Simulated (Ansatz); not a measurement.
## Electronic structure of In2N···N2 (charge −1, quintet) in real space

Input file:

```
crystal:
  periodic: [false, false, false]
  atoms:
    - {symbol: In, position_ang: [-0.583918, -0.792542, -1.175482]}
    - {symbol: In, position_ang: [1.018145, -2.676411, -2.538549]}
    - {symbol: N, position_ang: [0.780676, 1.880457, 1.800268]}
    - {symbol: N, position_ang: [-1.845743, 0.777408, -0.090258]}
    - {symbol: N, position_ang: [0.630838, 0.811087, 2.004031]}
basis:
  gaussian: {orbitals: def2-TZVPD, initial_orbitals: start.molden}
total_charge: -1
magnetization: {spin_polarized: true, initial_magnetization: 4}
hamiltonian: {xc: pbe0, dispersion: d4}
scf: {omitted_lower_state_checks: [starts]}
output: {orbitals: {seedname: orbitals}}
```

Launched as:

```sh
ansatz run in.yaml --threads 4 --pin off --events-out ev --progress --plain --max-ram 4787MiB
```

Geometry: PBE0-D4/def2-SVPD; core potentials replace the inner electrons of In.

Level of theory: UKS PBE0-D4/def2-TZVPD (Ansatz).

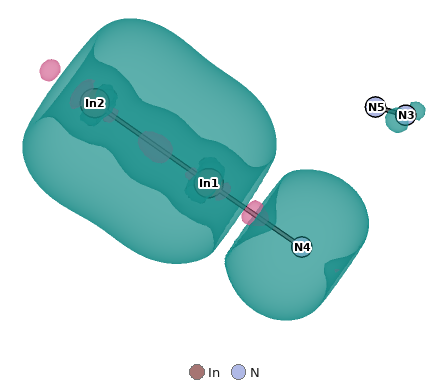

Figure 1. Isosurfaces of the spin density (α minus β) at +0.015 (teal) and −0.015 e/Å³ (pink), seen across its widest extent.

Q: Describe the spin distribution.

A: The unpaired spin (4 electrons) lies mostly on N4 (about 1.9) and In1 (about 1.0), in electrons by Hirshfeld's partition.

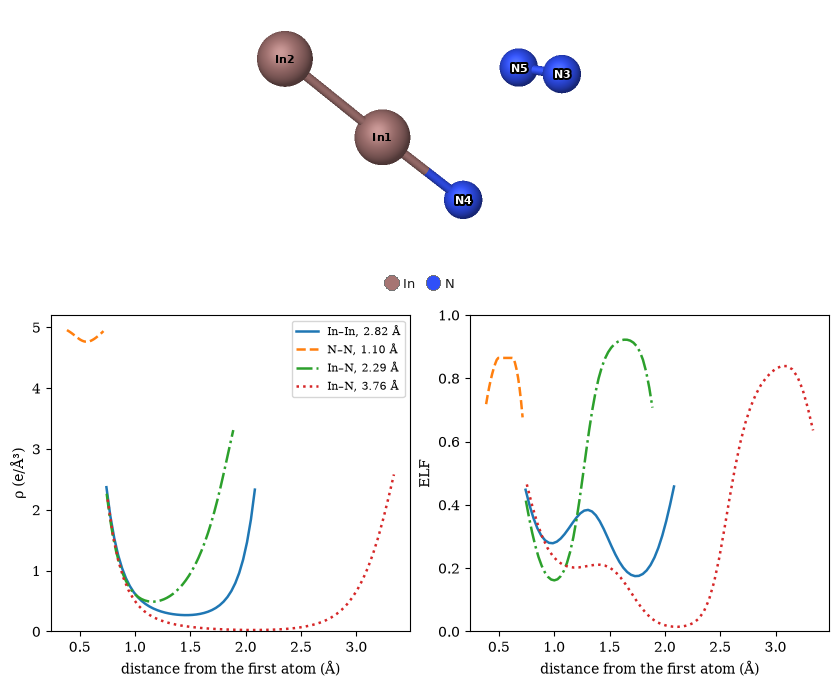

Figure 2. Electron density and ELF along straight lines between neighbouring atoms. The curves leave out the atomic cores. The structure is drawn too.

Q: Compare the contacts.

A: In–In (2.82 Å): ρ at the midpoint is about 0.27 e/Å³; the ELF is about 0.35 at the midpoint.
N–N (1.10 Å): the density is about 4.8 e/Å³ at the midpoint; the ELF peaks at about 0.85 between the atoms; a short, multiple covalent bond.
In–N (2.29 Å): the density is about 0.49 e/Å³ at the midpoint; the ELF peaks at about 0.90 in the valence shell of N, 0.7 Å from its nucleus, and drops to about 0.15 between the two atoms.
In1···N5 (3.76 Å): the density falls to about 0.02 e/Å³ on the way; the ELF dips to about 0 between them (a weak contact between the two molecules).
